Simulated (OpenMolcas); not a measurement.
**C2HF5 (pentafluoroethane): a chain of runs**

Wanted: a single-point energy (HF/ANO-RCC-MB), then a single-point energy (CASSCF(2,2)/ANO-RCC-VDZP), then an energy scan (CASPT2(2,2)/ANO-RCC-VDZP), then the energy along one coordinate (SC-NEVPT2(2,2)/ANO-RCC-VDZP), then the energy along one coordinate (MC-PDFT[tPBE](2,2)/ANO-RCC-VDZP) of C2HF5 (pentafluoroethane). 

The results are computed with OpenMolcas 26.06.

## (1) The system as given

The species is C2HF5 (8 atoms), meant as a singlet with charge 0. As SMILES, `FC(F)C(F)(F)F`. The coordinates come from a PBE0-D4/def2-TZVP relaxation.

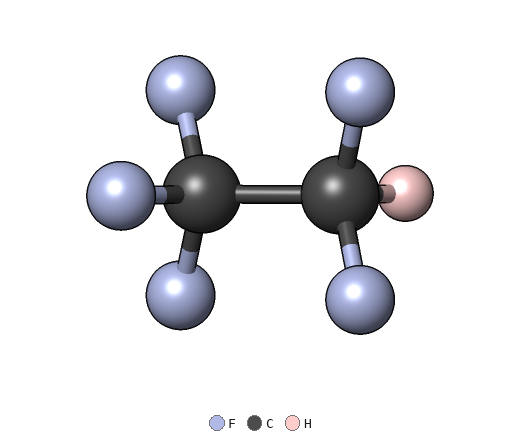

Viewed from a chosen angle; fluorine light blue, carbon dark grey, hydrogen pink.

## (2) A single-point energy at HF/ANO-RCC-MB (DKH2) (run 1)

coord.xyz

```xyz
8

F      1.108900    -0.553860     1.234420
C      0.191970    -0.710550     0.267130
F     -0.910270    -1.264250     0.795780
C     -0.167930     0.666540    -0.306450
F      0.918210     1.227580    -0.833280
F     -0.654150     1.470010     0.628030
F     -1.077870     0.524920    -1.267700
H      0.591130    -1.360390    -0.517920
```

step1.input

```
&GATEWAY
COORD = coord.xyz
BASIS = ANO-RCC-MB
GROUP = NoSym
&SEWARD
&SCF
PRORBITALS = 0
&LOCALISATION
OCCUPIED
FREEZE
PIPEK-MEZEY
&LOCALISATION
FILEORB = $Project.LocOrb
VIRTUAL
PIPEK-MEZEY
```

Launch:

```console
$ export MOLCAS_MEM=1860
$ pymolcas step1.input > step1.log
```

Output:

```text
--- Start Module: gateway ---
[...]
--- Stop Module: gateway /rc=_RC_ALL_IS_WELL_ ---
[...]
      Basis functions           36
[...]
       Convergence after   9 Iterations
[...]
::    Total SCF energy                               -573.6567926011
[...]
      Total spin, S                                     0.0000000000
[...]
      Total electronic charge=   58.000000
      Total            charge=   -0.000000
[...]
      Dipole Moment (debye):
      Origin of the operator (angstrom)=   -0.0900    0.2065    0.0799
                   X=  7.5270E-01               Y= -1.3750E+00               Z= -1.2376E+00           Total=  1.9972E+00
      Quadrupole Moment (debye*angstrom):
[...]
--- Start Module: localisation ---
[...]
--- Stop Module: localisation /rc=_RC_ALL_IS_WELL_ ---
--- Start Module: localisation ---
[...]
--- Stop Module: localisation /rc=_RC_ALL_IS_WELL_ ---
[...]
```

It took 7.8 s on 1 thread of Intel Xeon Platinum 8259CL at 2.50GHz (Skylake/Cascade Lake), shared host; peak memory 0.39 GiB.

## (3) The energy at CASSCF(2,2)/ANO-RCC-VDZP (DKH2, RICD fitting) (run 2)

coord.xyz is that of step 2.

step2.input

```
>>> EXPORT MOLCAS_PRINT=2
&GATEWAY
COORD=coord.xyz
BASIS=ANO-RCC-MB
GROUP=NoSym
&SEWARD
&RASSCF
FILEORB=$CurrDir/step1.LocOrb
ALTER=2
1 18 29
1 30 34
SPIN=1
NACTEL=2 0 0
INACTIVE=28
RAS2=2
ORBLISTING=Nothing
>>> COPY $Project.RunFile RUNFIL1
>>> COPY $Project.RasOrb INPORB
&GATEWAY
COORD=coord.xyz
BASIS=ANO-RCC-VDZP
GROUP=NoSym
RICD
&SEWARD
>>> COPY $Project.RunFile RUNFIL2
&EXPBAS
&RASSCF
FILEORB=$Project.ExpOrb
SPIN=1
NACTEL=2 0 0
INACTIVE=28
RAS2=2
ORBLISTING=Nothing
```

Launch:

```console
$ export MOLCAS_MEM=1860
$ pymolcas step2.input > step2.log
```

Output:

```text
--- Start Module: gateway ---
[...]
      Basis functions           36
[...]
      Number of active orbitals                  2
[...]
      Spin quantum number                      0.0
[...]
      Active orbitals                            2
[...]
      Number of CSFs                             3
[...]
      Number of root(s) required                 1
[...]
      Convergence after  9 iterations
[...]
      printout of CI-coefficients larger than  0.05 for root  1
      energy=    -573.676650
      conf/sym  11     Coeff  Weight
             1  20   0.99410 0.98824
             3  02  -0.10843 0.01176
      Natural orbitals and occupation numbers for root  1
      sym 1:   1.976486   0.023514
      ************************************************************************************************************************
      *                                                    Final results                                                     *
[...]
::    RASSCF root number  1 Total energy:   -573.67664951
[...]
      Basis functions          103
[...]
      Convergence after 14 iterations
[...]
      Natural orbitals and occupation numbers for root  1
      sym 1:   1.978176   0.021824
      ************************************************************************************************************************
      *                                                    Final results                                                     *
[...]
::    RASSCF root number  1 Total energy:   -574.22127273
[...]
      Total electronic charge=   58.000000
      Total            charge=   -0.000000
[...]
      Dipole Moment (debye):
      Origin of the operator (angstrom)=   -0.0900    0.2065    0.0799
                   X=  8.2260E-01               Y= -1.2582E+00               Z= -1.1284E+00           Total=  1.8796E+00
      Quadrupole Moment (debye*angstrom):
[...]
```

Run time: 23 s. Hardware: 1 thread of Intel Xeon Platinum 8259CL at 2.50GHz (Skylake/Cascade Lake), shared host; peak memory 0.39 GiB.

## (4) The energy along one coordinate at CASPT2(2,2)/ANO-RCC-VDZP (DKH2, RICD fitting, ipea shift 0.25 Eh, pt2 variant SS) (run 3)

step3.inp

```
>>> COPY $CurrDir/step2.RasOrb $Project.RasOrb
>>> ForEach K in (1, 2, 3, 4, 5, 6, 7, 8, 9)
&GATEWAY
Coord=$CurrDir/point$K.xyz
Basis=ANO-RCC-VDZP
Group=NoSym
RICD
&SEWARD
&RASSCF
FileOrb=$Project.RasOrb
Spin=1
Nactel=2 0 0
Inactive=28
Ras2=2
OrbListing=Nothing
&CASPT2
Imaginary=0.2
Frozen=7
>>> EndDo
```

Launch:

```console
$ export MOLCAS_MEM=1860
$ pymolcas step3.inp > step3.log
```

Output:

```text
[...]
      Basis functions          103
[...]
      Number of active orbitals                  2
[...]
      Spin quantum number                      0.0
[...]
      Active orbitals                            2
[...]
      Number of CSFs                             3
[...]
      Number of root(s) required                 1
[...]
      Convergence after 11 iterations
[...]
      printout of CI-coefficients larger than  0.05 for root  1
      energy=    -574.202310
      conf/sym  11     Coeff  Weight
             1  20   0.99689 0.99380
             3  02  -0.07877 0.00620
      Natural orbitals and occupation numbers for root  1
      sym 1:   1.987591   0.012409
      ************************************************************************************************************************
      *                                                    Final results                                                     *
[...]
::    RASSCF root number  1 Total energy:   -574.20231003
[...]
::    CASPT2 Root  1     Total energy:   -575.38247413
[...]
      Convergence after 11 iterations
[...]
      Natural orbitals and occupation numbers for root  1
      sym 1:   1.978176   0.021824
      ************************************************************************************************************************
      *                                                    Final results                                                     *
[...]
      Convergence after 17 iterations
[...]
      Convergence after 17 iterations
[...]
      Convergence after  9 iterations
[...]
::    RASSCF root number  1 Total energy:   -574.06766567
[...]
::    CASPT2 Root  1     Total energy:   -575.21519260
[...]
      Convergence after 28 iterations
[...]
::    RASSCF root number  1 Total energy:   -574.06685356
[...]
      Reference weight:           0.77918
[...]
::    CASPT2 Root  1     Total energy:   -575.21204987
[...]
```

It took 2.9 min on 1 thread of Intel Xeon Platinum 8259CL at 2.50GHz (Skylake/Cascade Lake), shared host; peak memory 0.092 GiB.

The scan, from its lowest point:

```csv
C2–F1 (Å),energy (kJ/mol)
1.208,51.8
1.342,0.0
1.476,24.5
1.677,112.9
1.946,244.9
2.281,375.0
2.684,457.8
3.221,491.0
4.026,499.3
```

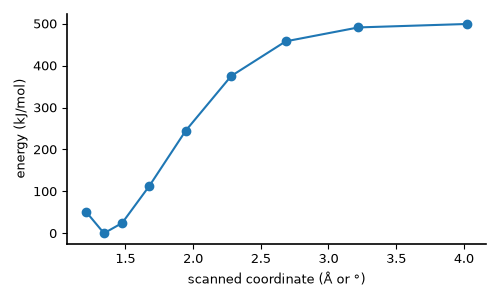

Energy along the scan.

## (5) An energy scan at SC-NEVPT2(2,2)/ANO-RCC-VDZP (DKH2, RICD fitting, pt2 variant SC-NEVPT2) (run 4)

step4.inp

```
>>> EXPORT MOLCAS_PRINT=2
>>> COPY $CurrDir/step2.RasOrb $Project.RasOrb
>>> ForEach K in (1, 2, 3, 4, 5, 6, 7, 8, 9)

&GATEWAY
 COORD=$CurrDir/point$K.xyz
 BASIS=ANO-RCC-VDZP
 GROUP=NoSym
 RICD

&SEWARD

&RASSCF
 FILEORB=$Project.RasOrb
 SPIN=1
 NACTEL=2 0 0
 INACTIVE=28
 RAS2=2
 ORBLISTING=Nothing

&CASPT2
 SC-NEVPT2
 FROZEN=7
>>> EndDo
```

Launch:

```console
$ export MOLCAS_MEM=1860
$ pymolcas step4.inp > step4.log
```

Output:

```text
--- Start Module: gateway ---
[...]
      Basis functions          103
[...]
      Number of active orbitals                  2
[...]
      Spin quantum number                      0.0
[...]
      Active orbitals                            2
[...]
      Number of CSFs                             3
[...]
      Number of root(s) required                 1
[...]
      Convergence after 11 iterations
[...]
      printout of CI-coefficients larger than  0.05 for root  1
      energy=    -574.202310
      conf/sym  11     Coeff  Weight
             1  20   0.99689 0.99380
             3  02  -0.07877 0.00620
      Natural orbitals and occupation numbers for root  1
      sym 1:   1.987591   0.012409
      ************************************************************************************************************************
      *                                                    Final results                                                     *
[...]
::    RASSCF root number  1 Total energy:   -574.20231003
[...]
::    SC-NEVPT2 Root  1     Total energy:   -575.37848703
[...]
      Convergence after 11 iterations
[...]
      Natural orbitals and occupation numbers for root  1
      sym 1:   1.978176   0.021824
      ************************************************************************************************************************
      *                                                    Final results                                                     *
[...]
      Convergence after 17 iterations
[...]
      Convergence after 17 iterations
[...]
      Convergence after  9 iterations
[...]
::    RASSCF root number  1 Total energy:   -574.06766567
[...]
::    SC-NEVPT2 Root  1     Total energy:   -575.20834024
[...]
      Convergence after 28 iterations
[...]
::    RASSCF root number  1 Total energy:   -574.06685356
[...]
::    SC-NEVPT2 Root  1     Total energy:   -575.20558129
[...]
```

It took 2.8 min on 1 thread of Intel Xeon Platinum 8259CL at 2.50GHz (Skylake/Cascade Lake), shared host; peak memory 0.092 GiB.

The scan, from its lowest point:

```csv
C2–F1 (Å),energy (kJ/mol)
1.208,57.7
1.342,0.0
1.476,20.7
1.677,109.0
1.946,247.8
2.281,388.0
2.684,472.9
3.221,504.4
4.026,511.7
```

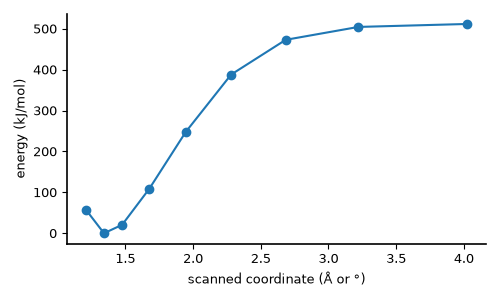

Energy along the scan.

## (6) An energy scan at MC-PDFT[tPBE](2,2)/ANO-RCC-VDZP (DKH2, RICD fitting) (run 5)

step5.inp

```
* C2HF5 MC-PDFT
>>> EXPORT MOLCAS_PRINT=2
>>> COPY $CurrDir/step2.RasOrb $Project.RasOrb
>>> ForEach K in (1, 2, 3, 4, 5, 6, 7, 8, 9)

&GATEWAY
  Coord = $CurrDir/point$K.xyz
  Basis = ANO-RCC-VDZP
  Group = NoSym
  RICD

&SEWARD

&RASSCF
  FileOrb = $Project.RasOrb
  Spin = 1
  Nactel = 2 0 0
  Inactive = 28
  Ras2 = 2
  OrbListing = Nothing

&MCPDFT
  KSDFT = T:PBE
>>> EndDo
```

Launch:

```console
$ export MOLCAS_MEM=1860
$ pymolcas step5.inp > step5.log
```

Output:

```text
--- Start Module: gateway ---
[...]
      Basis functions          103
[...]
      Number of active orbitals                  2
[...]
      Spin quantum number                      0.0
[...]
      Active orbitals                            2
[...]
      Number of CSFs                             3
[...]
      Number of root(s) required                 1
[...]
      Convergence after 11 iterations
[...]
      printout of CI-coefficients larger than  0.05 for root  1
      energy=    -574.202310
      conf/sym  11     Coeff  Weight
             1  20   0.99689 0.99380
             3  02  -0.07877 0.00620
      Natural orbitals and occupation numbers for root  1
      sym 1:   1.987591   0.012409
      ************************************************************************************************************************
      *                                                    Final results                                                     *
[...]
::    RASSCF root number  1 Total energy:   -574.20231003
[...]
::    MCPDFT root number  1 Total energy:   -576.11783829
[...]
      Convergence after 11 iterations
[...]
      Natural orbitals and occupation numbers for root  1
      sym 1:   1.978176   0.021824
      ************************************************************************************************************************
      *                                                    Final results                                                     *
[...]
      Convergence after 17 iterations
[...]
      Convergence after 17 iterations
[...]
      Convergence after  9 iterations
[...]
::    RASSCF root number  1 Total energy:   -574.06766567
[...]
::    MCPDFT root number  1 Total energy:   -575.93552165
[...]
      Convergence after 28 iterations
[...]
::    RASSCF root number  1 Total energy:   -574.06685356
[...]
::    MCPDFT root number  1 Total energy:   -575.93283731
[...]
```

Wall time 2.5 min (1 thread of Intel Xeon Platinum 8259CL at 2.50GHz (Skylake/Cascade Lake), shared host); peak memory 0.086 GiB.

The scan, from its lowest point:

```csv
C2–F1 (Å),energy (kJ/mol)
1.208,53.0
1.342,0.0
1.476,22.6
1.677,109.1
1.946,244.9
2.281,393.2
2.684,494.1
3.221,531.7
4.026,538.7
```

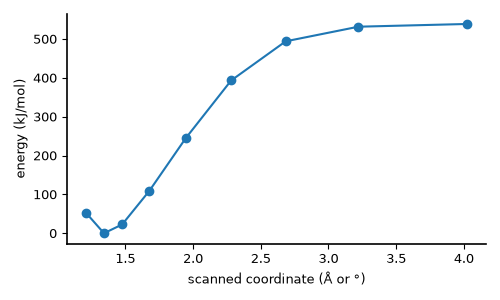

Energy along the scan.

## (7) What came out

```
                                                         quantity          value
                               run 1, HF/ANO-RCC-MB: total energy  -573.65679 Eh
                              run 1, HF/ANO-RCC-MB: dipole moment         2.00 D
                                run 1, HF/ANO-RCC-MB: HOMO energy      -16.49 eV
                                run 1, HF/ANO-RCC-MB: LUMO energy        6.81 eV
                              run 1, HF/ANO-RCC-MB: HOMO–LUMO gap       23.30 eV
                    run 2, CASSCF(2,2)/ANO-RCC-VDZP: total energy  -574.22127 Eh
  run 2, CASSCF(2,2)/ANO-RCC-VDZP: dipole moment (CASSCF density)         1.88 D
       run 3, CASPT2(2,2)/ANO-RCC-VDZP: lowest energy of the scan  -575.40222 Eh
    run 4, SC-NEVPT2(2,2)/ANO-RCC-VDZP: lowest energy of the scan  -575.40046 Eh
run 5, MC-PDFT[tPBE](2,2)/ANO-RCC-VDZP: lowest energy of the scan  -576.13802 Eh
```

In words: Mulliken charges (run 2, CASSCF(2,2)/ANO-RCC-VDZP) run from -0.31 on F3 to +0.82 on C4.
